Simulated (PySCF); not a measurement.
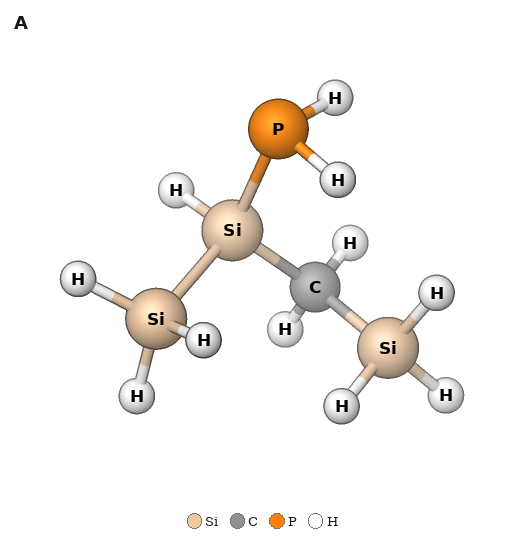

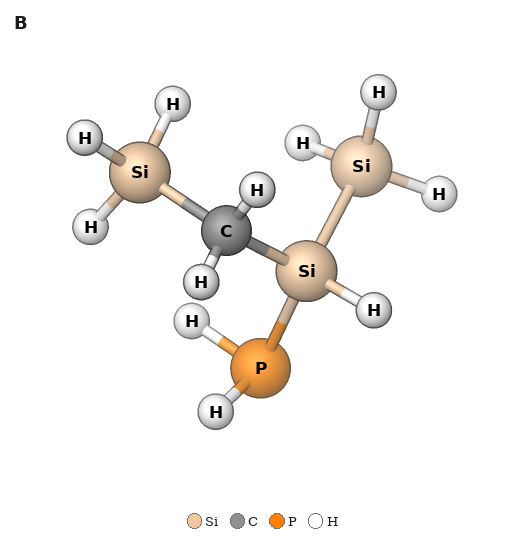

Depth is shown by fading: the farther an atom, the more it takes the colour of the background. The geometry was computed by an optimisation with PBE0-D3(BJ)/def2-SVP. No frequency run is at hand to confirm it as a minimum.

Are A and B the same structure? If not, how do they differ?

Answer. No. They are enantiomers, mirror images that no rotation superimposes: A is [SiH3]C[Si@@H]([SiH3])P (S), B is [SiH3]C[Si@H]([SiH3])P (R). Their energies are equal.
